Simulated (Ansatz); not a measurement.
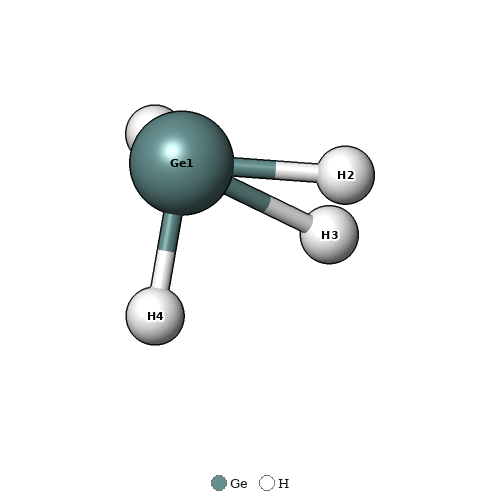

The system is the reacting system GeH₄ (fragments GeH₂ + H₂ where the first distance is long, GeH₄ where the second is long); the picture shows the reference structure. 
- Coordinates scanned: (1) distance Ge1–H2 (bond that forms); (2) distance H2–H3 (bond that breaks).
- Relaxed at each point: all other coordinates.
- Grid: 9 × 9 points.
- Points are written as (first, second).
- All energies are given in kJ/mol relative to the lowest grid point.
- Energies and slopes of some neighbouring points disagree (a jump in structure or state, or too coarse a mesh). The reference is spin-restricted, so regions where a bond is pulled apart into radicals lie too high.
- The calculation used Ansatz 0.2.0, RKS wB97X-V/def2-TZVP.

Its coordinates:

```yaml
atoms:
  - { symbol: Ge, position_ang: [-0.2721, -0.3567, 0.7218] }
  - { symbol: H, position_ang: [0.6555, -0.8723, -0.5613] }
  - { symbol: H, position_ang: [0.5325, 0.0141, -0.9476] }
  - { symbol: H, position_ang: [-1.4290, 0.2329, -0.1572] }
  - { symbol: H, position_ang: [0.5132, 0.9820, 0.9443] }
```

Range: distance Ge1–H2 (bond that forms) from 1.359 to 2.559 Å; distance H2–H3 (bond that breaks) from 0.666 to 2.166 Å.

Predict the map.

The lowest grid point is at (1.448 Å, 2.166 Å). It lies at the edge of the scanned range, so the true minimum may lie outside. Other grid points that lie below all their neighbours: (2.026 Å, 0.777 Å) (153 kJ/mol higher). The highest grid point, (2.559 Å, 1.713 Å), lies 360 kJ/mol above the lowest.

```tsv
second ↓, first →	1.359	1.448	1.571	1.711	1.864	2.026	2.197	2.375	2.559
2.166	21	0	2	31	81	141	205	269	329
1.935	50	31	35	67	117	176	239	299	351
1.713	93	75	81	112	160	217	273	320	360
1.500	148	130	134	163	206	250	287	319	348
1.297	211	191	192	232	253	277	300	321	339
1.106	264	232	212	208	215	227	241	253	263
0.931	269	226	193	177	174	177	183	190	196
0.777	281	231	190	166	156	153	155	158	162
0.666	320	267	221	194	179	174	173	174	177
```

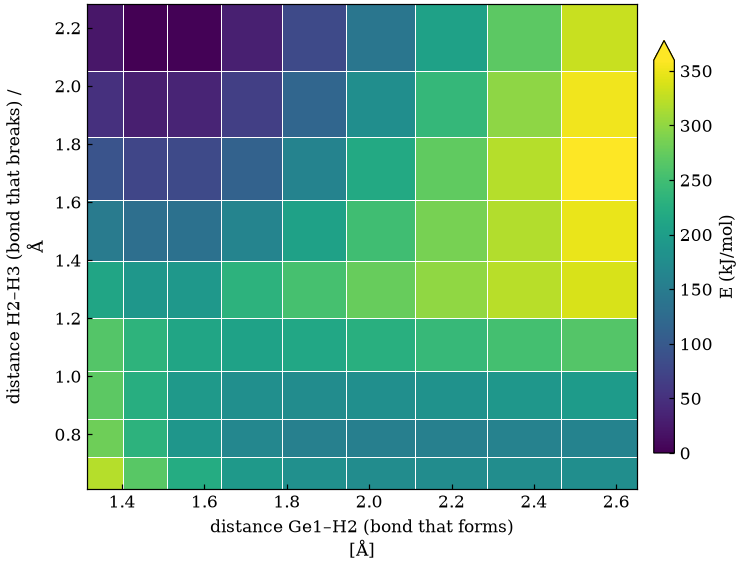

In the figure: one coloured cell a grid point, one colour for all values above the top of the scale.

Each point was launched as `ansatz run input.yaml --threads 1 --pin off --max-ram 2560MiB --backend cpu --events-out ev --progress --plain --runs-dir out`. The whole map (81 points run) took 13 min on 1 thread of Arm Neoverse V1, on a shared host.
